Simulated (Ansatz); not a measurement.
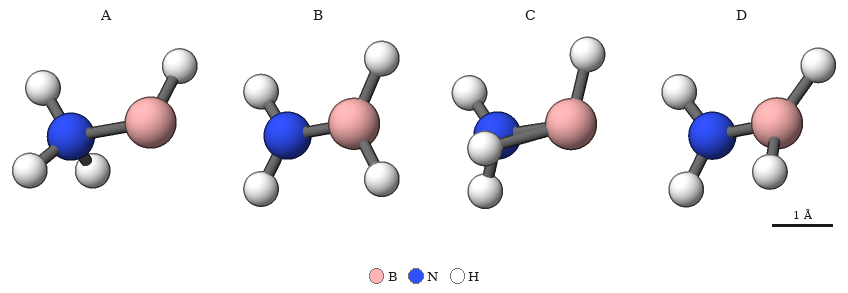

4 geometries from a converged minimum-energy path of BNH$_{4}$, shuffled. Style: ball-and-stick. Shown from a free direction.

Level of theory: RKS B3LYP/def2-TZVP (Ansatz). Run with 5 movable images; climbing image; force threshold 0.03 eV/Å; iteration limit 60; starting path through a guess of the saddle point.

### One of them is the converged climbing image. Which?

C. In order along the path, whose images run from 0 to 6: B (image 0, 0.00 eV), D (image 1, +0.51 eV), C (image 3, +4.90 eV), A (image 6, +4.49 eV). A hydrogen atom shifts from one atom to another. Breaking: B–H (1.19 → 2.24 Å). Forming: H–N (2.23 → 1.01 Å).

The run took 53 s on 2 threads of Intel(R) Xeon(R) Platinum 8375C CPU @ 2.90GHz (Ice Lake) (shared host), peak memory 0.14 GiB.
